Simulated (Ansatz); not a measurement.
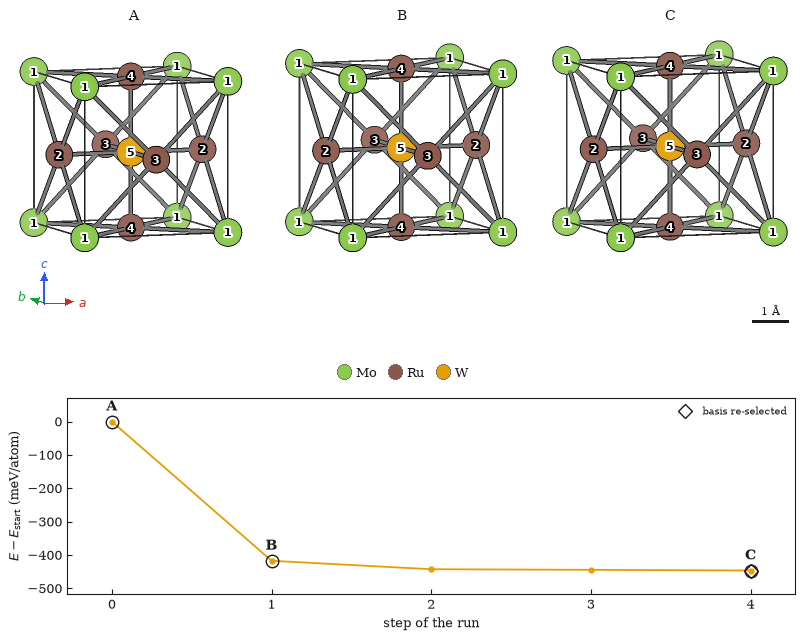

Frames of a relaxation of a crystal of MoRu3W (a generated structure, set up in Pm-3m) (coarse preliminary run), marked on the history of the run. The picture is a ball-and-stick view of the cell of the calculation, seen from a free direction.

Method: DFT PBE, scalar-relativistic, plane waves, PAW (Ansatz).

The input:
```yaml
crystal:
  lattice:
    - [4.30457737, 0.0, 0.0]
    - [0.0, 4.30457737, 0.0]
    - [0.0, 0.0, 4.30457737]
  atoms:
    - { symbol: Mo, position: [0.0, 0.0, 0.0] }
    - { symbol: Ru, position: [0.0, 0.5, 0.5] }
    - { symbol: Ru, position: [0.5, 0.0, 0.5] }
    - { symbol: Ru, position: [0.5, 0.5, 0.0] }
    - { symbol: W, position: [0.5, 0.5, 0.5] }
basis:
  ecutwfc: 420
kpoints:
  mp_grid: { grid: [4, 4, 4] }
hamiltonian:
  xc: pbe
scf:
  occupations: { method: gaussian, width: 0.1 }
  lower_state_search: "off"
output:
  forces: true
  stress: true
  eigenvalues: true
relax:
  adjacent_minimum: "off"
  f_tol: 0.04
  max_steps: 70
  cell: { stress_tol: 0.4 }
```

Command:
```bash
ansatz run input.yaml --threads 1 --pin off --max-ram 2560MiB --backend cpu --events-out ev --progress --plain --runs-dir out
```

Question: What happens along the run?

Answer: The atoms keep their places relative to the cell (all moves are under 0.005 Å). The drawn cell changes as follows: a = b = c 4.305 → 4.590 Å (+6.6 %); the volume changes by +21.3 %. Near-neighbour distances that change, for instance: Mo1–Ru2 3.044 → 3.246 Å, Ru2–W5 2.152 → 2.295 Å. The space group stays Pm-3m (No. 221). After 3 accepted moves (4 points after the start) the energy has fallen by 446 meV per atom. All forces vanish by symmetry, so only the cell relaxes. Pressure: 49.74 GPa at the start and 0.37 GPa at the end. At 1 point the geometry stayed and the basis and grid were re-selected for the new cell (energy shift of 2.0 meV per atom at most each time). The run took 18 s on 1 thread of Intel(R) Xeon(R) Platinum 8259CL CPU @ 2.50GHz (Skylake/Cascade Lake) (shared host), peak memory 0.46 GiB. From step 0 to 1: volume +15.3 %, energy −417 meV per atom. From step 1 to 4: volume +5.1 %, energy −29.2 meV per atom.

| step | E − E(0), meV/atom | pressure, GPa | volume, Å³/atom | note |
| --- | --- | --- | --- | --- |
| 0 | 0.00 | 49.74 | 15.952 |  |
| 1 | -417.17 | 9.60 | 18.401 |  |
| 2 | -442.53 | 2.37 | 19.101 |  |
| 3 | -444.34 | 0.19 | 19.342 |  |
| 4 | -446.33 | 0.37 | 19.342 | same geometry, new basis |
